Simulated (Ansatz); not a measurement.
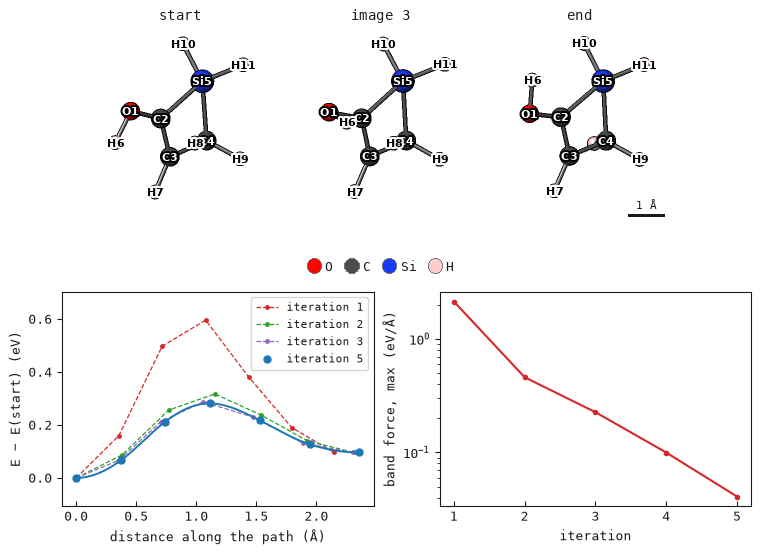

A nudged-elastic-band calculation for C₃H₆OSi. Images are numbered from 0 (start) to 6 (end). The plot follows the band through its iterations. A ball-and-stick model, seen from a free direction.

Level of theory: RKS BHLYP-D4/STO-3G (Ansatz).

Input file:
```yaml
crystal:
  periodic: [false, false, false]
  atoms:
    - { symbol: O, position_ang: [0.112517, 2.277153, -0.595796] }
    - { symbol: C, position_ang: [0.048487, 0.938306, -0.232984] }
    - { symbol: C, position_ang: [-0.08307, 0.33803, 0.960793] }
    - { symbol: C, position_ang: [-0.082436, -1.165785, 0.644571] }
    - { symbol: Si, position_ang: [0.108099, -0.66523, -1.156437] }
    - { symbol: H, position_ang: [0.036419, 2.77781, 0.277019] }
    - { symbol: H, position_ang: [-0.171955, 0.785913, 1.949588] }
    - { symbol: H, position_ang: [-1.009005, -1.675108, 0.917742] }
    - { symbol: H, position_ang: [0.75012, -1.711339, 1.093746] }
    - { symbol: H, position_ang: [-0.987661, -0.954802, -2.035502] }
    - { symbol: H, position_ang: [1.343784, -1.001849, -1.802241] }
basis:
  gaussian: { orbitals: STO-3G }
hamiltonian:
  xc: { name: BHLYP }
  dispersion: d4
neb:
  order_check: false
  images: 5
  f_tol: 0.05
  max_iterations: 60
  initial_path: idpp
  final_atoms:
    - { symbol: O, position_ang: [0.05939784, 2.3706564, -0.0468353] }
    - { symbol: C, position_ang: [0.02407465, 0.97537336, 0.02082425] }
    - { symbol: C, position_ang: [-0.10310134, 0.24197946, 1.13885023] }
    - { symbol: C, position_ang: [-0.08484557, -1.21822197, 0.66000697] }
    - { symbol: Si, position_ang: [0.10267013, -0.52465973, -1.07245858] }
    - { symbol: H, position_ang: [0.16347876, 2.57608408, -1.02708034] }
    - { symbol: H, position_ang: [-0.19998105, 0.5725808, 2.17125891] }
    - { symbol: H, position_ang: [-1.00595804, -1.76511594, 0.87197271] }
    - { symbol: H, position_ang: [0.75339115, -1.80070346, 1.04802303] }
    - { symbol: H, position_ang: [-0.9847231, -0.71854862, -1.98820389] }
    - { symbol: H, position_ang: [1.34089557, -0.76632537, -1.755859] }
```

Run as
```bash
ansatz run input.yaml --threads 1 --pin off --max-ram 2048MiB --backend cpu --events-out ev --progress --plain --runs-dir out
```

Did the band converge, and can the barrier be trusted?

The result is final at these settings. The band converged in 5 iterations. The largest component of the band force went from 2.1 to 0.041 eV/Å. The climbing image converged on the top of the path. Its vibrational analysis gives one imaginary mode (404i cm⁻¹), as a transition state must have. The first iteration put the highest image at 0.596 eV. The highest point, image 3, lies 0.282 eV above the start and 0.186 eV above the end; the end is at +0.096 eV relative to the start.

Limits of the set-up: STO-3G is a minimal basis, so the numbers are rough.
